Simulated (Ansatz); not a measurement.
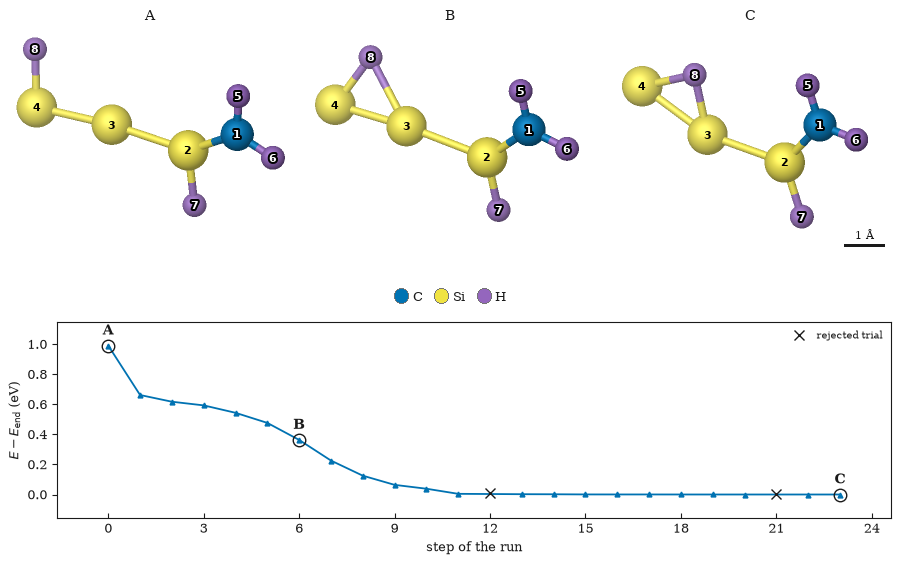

Frames of a relaxation of CH₄Si₃, marked on the history of the run. The picture is a ball-and-stick view, seen at a tilt.

The calculation used RKS PBE0-D4/def2-TZVP in Ansatz. Set-up: force threshold 0.005 eV/Å; at most 200 steps.

Q: Describe the path.

A: After 21 accepted moves (23 points after the start) the energy has fallen by 0.990 eV. The largest force component goes from 1.8 to 0.0034 eV/Å. The line search rejected the trial steps at points 12, 21 of the run. The forces were under the threshold at step 19, but the run went on from there. H8 moves most after the best rigid fit: 1.87 Å. Largest moves by element: H 1.87 Å, Si 0.61 Å, C 0.58 Å. Near-neighbour distances that change, for instance: Si3–H8 2.768 → 1.636 Å, Si4–H8 1.528 → 1.728 Å, Si3–Si4 2.189 → 2.114 Å, C1–Si2 1.769 → 1.707 Å. Bond angles that change, for instance: Si3–Si4–H8 94.6° → 49.1°, C1–Si2–Si3 145.9° → 123.8°, Si2–Si3–Si4 174.8° → 160.6°. Cost: 97 s on 2 threads of Arm Neoverse V1 (shared host). From step 0 to 6: H8 moves most (0.98 Å), energy −0.627 eV. From step 6 to 23: H8 moves most (0.95 Å), energy −0.363 eV.
